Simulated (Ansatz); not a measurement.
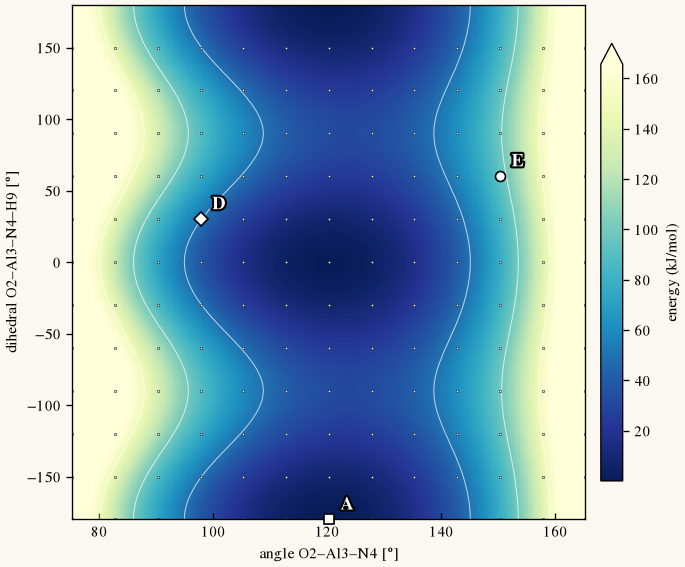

CH5AlFNO, SMILES C[O][Al]([NH2])[F]. The first coordinate is: angle O2–Al3–N4; the second: dihedral O2–Al3–N4–H9. Nothing is relaxed (all other coordinates rigid). Grid: 13 × 12 points. Energies: kJ/mol, counted from the lowest grid point. Level of theory: RKS PBE0-D4/def2-TZVP in Ansatz 0.2.0.

In the figure: a smooth colour map with a few white contour lines, dots at the grid points, one colour for all values above the top of the scale, lettered points. Between grid points the surface is interpolated.

Is A the lowest point of the computed grid?

Answer. Yes. A, at angle O2–Al3–N4 = 120.3°, dihedral O2–Al3–N4–H9 = −180°, has the lowest energy of the grid.

Rank the lettered points by energy, lowest first.

Answer. A (0 kJ/mol), D (51 kJ/mol), E (93 kJ/mol).

What kind of point is each of A, D, E: minimum, saddle, maximum or slope?

Answer. A: minimum; D: on a slope; E: on a slope. (In these two coordinates alone; a stationary point may lie a little off the grid point.)
